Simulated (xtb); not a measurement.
# Geometry relaxation of CH$_{2}$FGeO$_{2}$ (charge −1) (part 4 of 4)

Continued. System: CH$_{2}$FGeO$_{2}$, charge −1. Method: GFN2-xTB (xtb 6.7.1). The geometry comes from this level: GFN2-xTB.

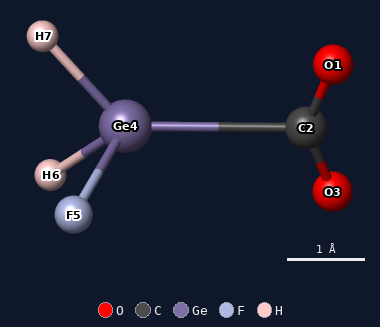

Figure 1. The geometry at step 15 of the log (ball-and-stick view, seen at a tilt; atoms are numbered from 1 in the order of the input).

## Trajectory as extended XYZ, continued
```
7
Properties=species:S:1:pos:R:3 step=11 energy=-496.95874
O     0.0849   -2.2871   -0.4508
C     0.3111   -1.5605    0.4580
O     0.7232   -1.4746    1.5663
Ge   -0.3184    0.6465   -0.1705
F     1.1119    1.4901   -1.0745
H    -0.4767    1.8985    0.8895
H    -1.4361    1.2871   -1.2180
7
Properties=species:S:1:pos:R:3 step=12 energy=-496.95878
O     0.0656   -2.2849   -0.4505
C     0.3098   -1.5619    0.4568
O     0.7388   -1.4822    1.5594
Ge   -0.3139    0.6488   -0.1638
F     1.1127    1.4958   -1.0712
H    -0.4802    1.9093    0.8861
H    -1.4330    1.2751   -1.2168
7
Properties=species:S:1:pos:R:3 step=13 energy=-496.95882
O     0.0499   -2.2818   -0.4506
C     0.3092   -1.5625    0.4556
O     0.7515   -1.4888    1.5534
Ge   -0.3103    0.6514   -0.1576
F     1.1139    1.4985   -1.0689
H    -0.4839    1.9185    0.8841
H    -1.4304    1.2646   -1.2159
7
Properties=species:S:1:pos:R:3 step=14 energy=-496.95887
O     0.0309   -2.2768   -0.4514
C     0.3092   -1.5629    0.4534
O     0.7672   -1.4978    1.5452
Ge   -0.3068    0.6551   -0.1488
F     1.1157    1.4996   -1.0649
H    -0.4886    1.9319    0.8811
H    -1.4276    1.2509   -1.2146
7
Properties=species:S:1:pos:R:3 step=15 energy=-496.95888
O     0.0094   -2.2712   -0.4525
C     0.3092   -1.5638    0.4511
O     0.7863   -1.5082    1.5356
Ge   -0.3039    0.6589   -0.1384
F     1.1171    1.5000   -1.0596
H    -0.4939    1.9479    0.8770
H    -1.4242    1.2364   -1.2131
7
Properties=species:S:1:pos:R:3 step=16 energy=-496.95891
O     0.0062   -2.2679   -0.4539
C     0.3097   -1.5636    0.4500
O     0.7906   -1.5112    1.5324
Ge   -0.3050    0.6600   -0.1344
F     1.1175    1.4960   -1.0570
H    -0.4955    1.9537    0.8754
H    -1.4235    1.2330   -1.2124
7
Properties=species:S:1:pos:R:3 step=17 energy=-496.95893
O    -0.0057   -2.2639   -0.4550
C     0.3096   -1.5640    0.4486
O     0.8017   -1.5170    1.5263
Ge   -0.3036    0.6620   -0.1278
F     1.1183    1.4950   -1.0536
H    -0.4989    1.9633    0.8728
H    -1.4214    1.2246   -1.2113
7
Properties=species:S:1:pos:R:3 step=18 energy=-496.95893
O    -0.0119   -2.2619   -0.4554
C     0.3095   -1.5645    0.4479
O     0.8077   -1.5201    1.5229
Ge   -0.3029    0.6632   -0.1241
F     1.1186    1.4943   -1.0518
H    -0.5009    1.9686    0.8711
H    -1.4203    1.2205   -1.2106
7
Properties=species:S:1:pos:R:3 step=19 energy=-496.95893
O    -0.0130   -2.2617   -0.4552
C     0.3095   -1.5648    0.4480
O     0.8089   -1.5205    1.5222
Ge   -0.3028    0.6633   -0.1237
F     1.1187    1.4943   -1.0515
H    -0.5013    1.9692    0.8707
H    -1.4200    1.2202   -1.2105
```

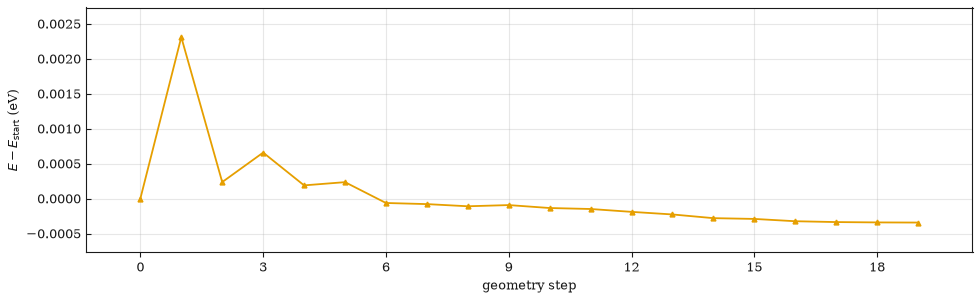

Figure 2. Progress of the relaxation, step by step (steps are counted from 0).

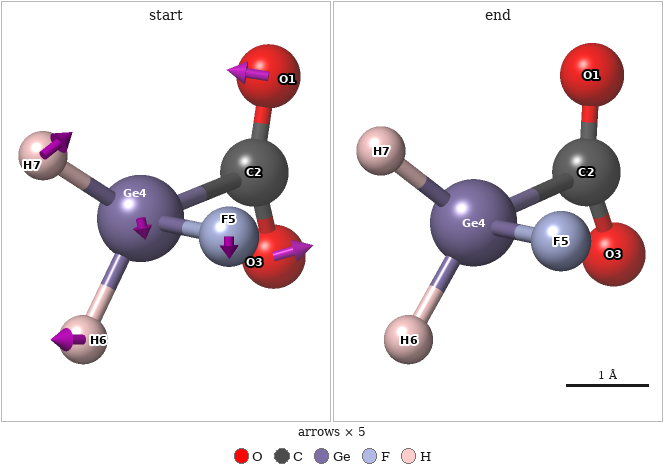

Figure 3. Before (left) and after (right) the relaxation, at one scale (ball-and-stick view, seen at a tilt). The pink arrows give the displacements, magnified 5 times. The largest moves after the best rigid fit, 0.10 Å, are those of O1, O3, H6 and H7. By element the largest moves are O 0.10 Å, H 0.10 Å, Ge 0.05 Å, F 0.05 Å, C 0.01 Å. Distances before and after: Ge4–H7 1.661 → 1.655 Å, Ge4–H6 1.648 → 1.653 Å. Among the angles that change: C2–Ge4–H7 135.7° → 130.3°, C2–Ge4–H6 123.5° → 128.7°. The energy falls by next to nothing (0.0 eV) in 19 geometry steps. (Atoms are counted from 1 in the order of the input.)

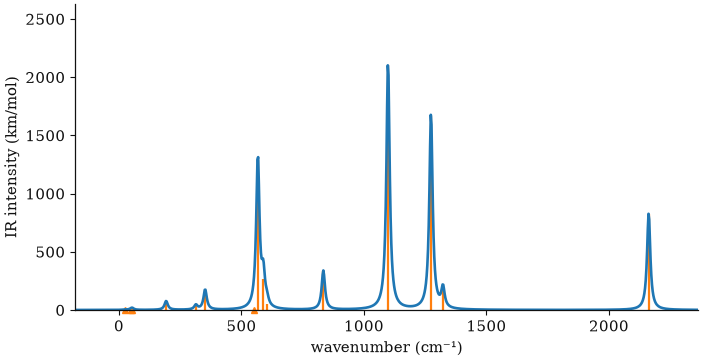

Figure 4. Harmonic infrared spectrum, unscaled: sticks (degenerate modes added up, dark ones marked on the axis) with a Lorentzian envelope of 16 cm⁻¹ full width, scaled to the tallest stick. 15 modes from 24 to 2162 cm⁻¹, none imaginary. The strongest line is at 1098 cm⁻¹ (2102 km/mol). All modes, in cm⁻¹ (km/mol): 24 (3.3), 49 (4.8), 54 (15.1), 193 (75), 314 (39), 352 (173), 550 (0.1), 567 (1292), 589 (270), 604 (49), 834 (332), 1098 (2102), 1274 (1664), 1323 (174), 2162 (823).

The run was set up as follows.

## Input (input.xyz)
```
7

O      0.11225000    -2.28775000    -0.45398000
C      0.31307000    -1.55793000     0.45807000
O      0.70712000    -1.46492000     1.57220000
Ge    -0.32933000     0.64316000    -0.17579000
F      1.11195000     1.47295000    -1.07384000
H     -0.47360000     1.89072000     0.89165000
H     -1.44146000     1.30377000    -1.21831000
```

Command:
```bash
xtb input.xyz --chrg -1 -u 0 --ohess vtight --gfn 2 > run.log 2> xtb.err
```

## Key numbers

- outcome: converged
- electrons treated: 30
- total energy: −18.262904 hartree
- dispersion energy: −0.004771 hartree
- basis functions: 28
- HOMO: −5.18 eV
- LUMO: −1.47 eV
- zero-point energy: 0.022753 hartree
- wavenumbers, lowest and highest: 24 and 2162 cm⁻¹
- hardware: 1 thread of AMD EPYC 7571, 176 GiB of memory available, shared host
- peak memory: 0.068 GiB
